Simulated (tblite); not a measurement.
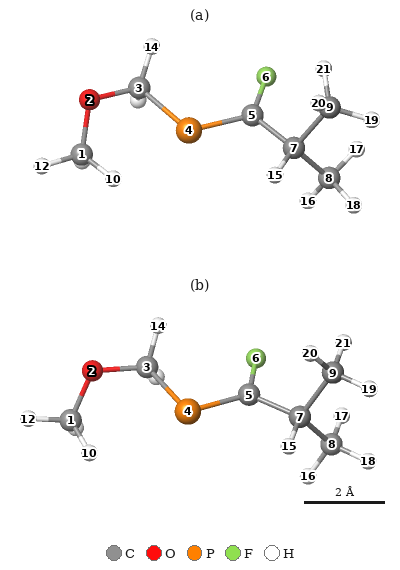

The structure of C6H12FOP before (top) and after (bottom) a relaxation, at one scale.

The picture is a ball-and-stick view, seen at a tilt.

All numbers below come from GFN2-xTB geometry optimisation, gas phase (tblite). 

**Describe what moved and what it gained.**

The largest move after the best rigid fit is that of an H atom, 0.66 Å. Largest moves by element: H 0.66 Å, P 0.49 Å, F 0.41 Å, C 0.38 Å, O 0.09 Å. Some distances before and after: C–P 2.831 → 3.201 Å, C–H 1.130 → 1.087 Å, C–C 1.499 → 1.531 Å, C–C 1.507 → 1.495 Å. Among the angles between lasting bonds that change: C–P–C 113.1° → 98.8°, P–C–C 115.7° → 124.6°, O–C–H 114.2° → 106.4°. Groups turn about C–C by about 40°. After 77 geometry steps the energy has fallen by 85.5 kJ/mol.
